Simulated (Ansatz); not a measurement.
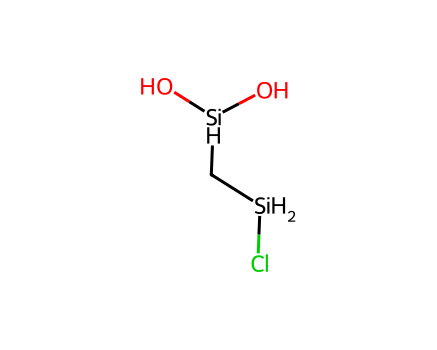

The computed structure is the end point of a PBE0-D4/def2-TZVP optimisation. No frequency run is at hand to confirm it as a minimum. Properties computed with RKS r2SCAN-D4/def2-TZVPP (Ansatz 0.2.0).

Computed properties:

The species is CH7ClO2Si2 (`O[SiH](O)C[SiH2]Cl`).
- dipole moment: 0.91 D
- HOMO energy (Kohn–Sham orbital): −7.30 eV
- LUMO energy (Kohn–Sham orbital): −0.32 eV
- HOMO–LUMO gap: 6.98 eV
- dispersion correction: −8.8 kJ/mol
